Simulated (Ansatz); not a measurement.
C3H8Si2: several calculations on one system

## 1. Relaxation

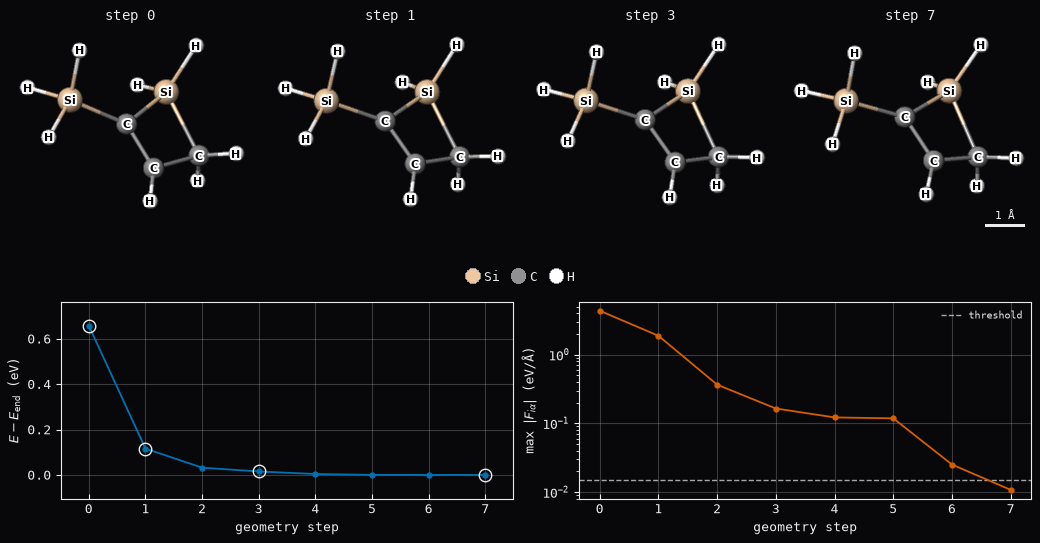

Frames of a relaxation of C₃H₈Si₂, marked on the history of the run. Style: ball-and-stick. Shown at a tilt.

The run prepares an end point of a later path (torsion) calculation, from a guessed geometry.

Level of theory: RKS PBE0-D4/def2-SVP in Ansatz 0.2.0.

Input file:
```yaml
crystal:
  periodic: [false, false, false]
  atoms:
    - { symbol: Si, position_ang: [-1.9524, 0.8534, 0.3093] }
    - { symbol: C, position_ang: [-0.3895, -0.0141, 0.0127] }
    - { symbol: C, position_ang: [-0.0676, -1.282, -0.3057] }
    - { symbol: C, position_ang: [1.5782, -1.1573, -0.3433] }
    - { symbol: Si, position_ang: [1.3461, 0.6551, 0.0655] }
    - { symbol: H, position_ang: [-2.0243, 1.4868, 1.6646] }
    - { symbol: H, position_ang: [-2.1102, 2.006, -0.6785] }
    - { symbol: H, position_ang: [-3.1098, -0.0129, 0.1354] }
    - { symbol: H, position_ang: [-0.652, -2.1529, -0.4209] }
    - { symbol: H, position_ang: [1.9644, -1.3547, -1.2923] }
    - { symbol: H, position_ang: [2.0352, -1.7481, 0.4352] }
    - { symbol: H, position_ang: [1.7947, 1.0533, 1.4687] }
    - { symbol: H, position_ang: [1.6077, 1.6327, -1.036] }
basis:
  gaussian: { orbitals: def2-SVP }
hamiltonian:
  xc: pbe0
  dispersion: d4
relax:
  f_tol: 0.015
  max_steps: 40
```

Command:
```bash
ansatz run input.yaml --threads 2 --pin off --max-ram 3072MiB --backend cpu --events-out ev --progress --plain --runs-dir out
```

### Describe the path.

The energy falls by 0.658 eV in 7 geometry steps. Largest force component: 4.4 eV/Å at the start, 0.011 eV/Å at the end. The atom that moves furthest after the best rigid fit is H13 (0.31 Å). Largest moves by element: H 0.31 Å, C 0.21 Å, Si 0.12 Å. Near-neighbour distances that change, for instance: C3–C4 1.651 → 1.515 Å, C4–H10 1.043 → 1.103 Å, C3–H9 1.055 → 1.103 Å, Si1–C2 1.812 → 1.857 Å. Bond angles that change, for instance: Si1–C2–Si5 128.9° → 142.3°, C2–C3–C4 99.9° → 110.2°, H12–Si5–H13 117.1° → 108.1°. From step 0 to 1: H13 moves most (0.16 Å), energy −0.542 eV. From step 1 to 3: H8 moves most (0.08 Å), energy −0.101 eV. From step 3 to 7: H8 moves most (0.15 Å), energy −0.015 eV.

## 2. Relaxation

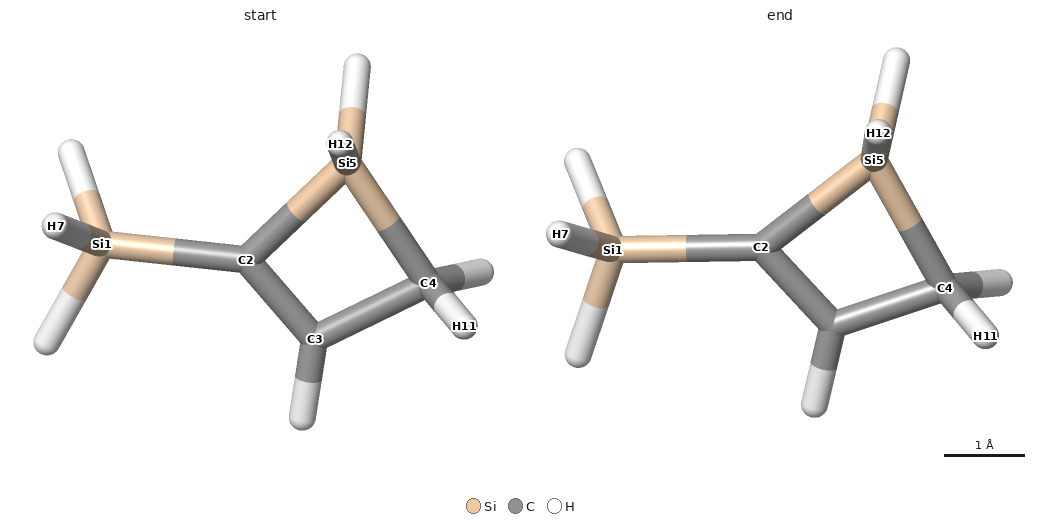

The structure of C3H8Si2 before (left) and after (right) a relaxation, at one scale.

Style: stick. Shown at a tilt.

The run prepares an end point of a later path (torsion) calculation, from a guessed geometry.

All numbers below come from RKS PBE0-D4/def2-SVP in Ansatz. Set-up: no spin polarisation; force threshold 0.015 eV/Å; at most 40 steps.

**Summarise the run.**

The atom that moves furthest after the best rigid fit is an H atom (0.29 Å). Largest moves by element: H 0.29 Å, C 0.21 Å, Si 0.13 Å. Among the contacts that change: C–C 1.651 → 1.515 Å, C–H 1.043 → 1.103 Å, C–Si 1.812 → 1.857 Å, H–Si 1.456 → 1.496 Å. Bond angles that change, for instance: Si–C–Si 128.9° → 142.3°, C–C–C 99.9° → 110.2°, H–Si–H 117.1° → 108.1°. After 7 geometry steps the energy has fallen by 63.2 kJ/mol. The largest force component goes from 4.5 to 0.0071 eV/Å.

## 3. Path

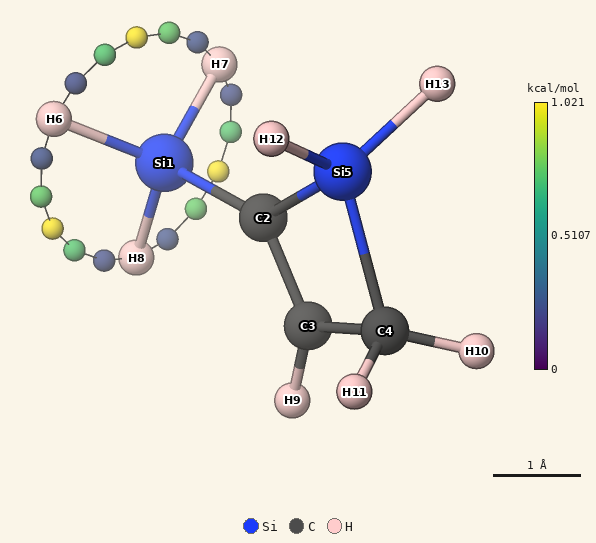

A nudged-elastic-band calculation for C3H8Si2. Images are numbered from 0 (start) to 6 (end). The start is drawn whole; smaller spheres mark the moving atoms (H) in the later images, joined by lines and coloured by the energy of the image relative to the start. Style: ball-and-stick. Shown from a free direction.

Computed with RKS PBE0-D4/def2-SVP (Ansatz 0.2.0). Set-up: 5 movable images; climbing image; force threshold 0.05 eV/Å; iteration limit 60; starting path through a guess of the saddle point.

Describe the path and its energy.

The motion is a rotation about the Si1–C2 bond by about 120°. No bond forms or breaks between the ends. The barrier is about 1.02 kcal/mol in both directions, with image 3 at the top; the ends have the same energy. The band converged in 8 iterations. The largest component of the band force went from 4.3 to 0.023 eV/Å. The climbing image converged on the top of the path. Its vibrational analysis gives one imaginary mode (100i cm⁻¹), as a transition state must have.
